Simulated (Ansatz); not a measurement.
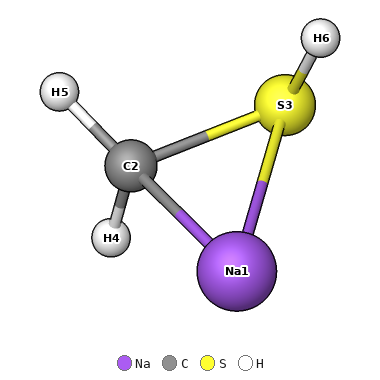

The system is CH₃NaS; the picture shows the grid point nearest to the relaxed geometry. 
- Two internal coordinates are moved rigidly from the geometry relaxed at PBE0-D4/def2-TZVP, all others fixed.
- Coordinates scanned: (1) bond C2–H4; (2) angle H5–C2–S3.
- Grid: 7 × 7 points.
- Energies are in kJ/mol, from the lowest grid point.
- Level of theory: Ansatz 0.2.0, RKS r2SCAN-D4/def2-TZVPP.

Its coordinates:

```xyz
6

Na   -1.9715    0.1216    0.4723
C    -0.0018    0.0275   -0.6539
S     0.7883   -0.4955    0.9159
H    -0.0617   -0.8905   -1.1924
H     0.6902    0.6700   -1.2011
H     0.5578    0.5942    1.6746
```

Range: bond C2–H4 from 0.900 to 1.592 Å; angle H5–C2–S3 from 79 to 139°.

> What landscape does the calculation give?

The lowest grid point is at bond C2–H4 = 1.066 Å, angle H5–C2–S3 = 109°. No other kind of well shows on this grid. The highest grid point, bond C2–H4 = 1.592 Å, angle H5–C2–S3 = 79°, lies 231 kJ/mol above the lowest. Round the minimum the two coordinates are nearly uncoupled.

```csv
"angle H5–C2–S3 ↓, bond C2–H4 →",0.900,0.967,1.066,1.181,1.308,1.446,1.592
139,151,95,61,66,100,151,209
129,118,62,29,35,70,122,181
119,96,40,8,15,50,103,163
109,88,32,0,7,44,97,157
99,94,39,7,15,51,105,165
89,117,62,30,39,76,129,189
79,159,104,72,80,118,171,231
```

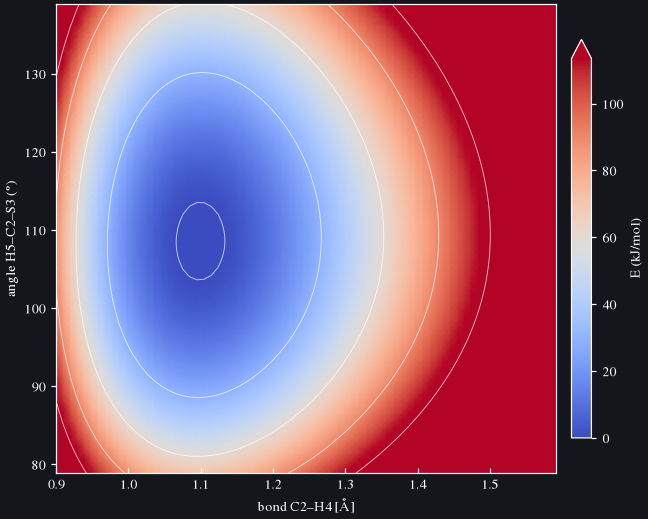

In the figure: a smooth colour map with a few white contour lines, one colour for all values above the top of the scale. Between grid points the surface is interpolated.
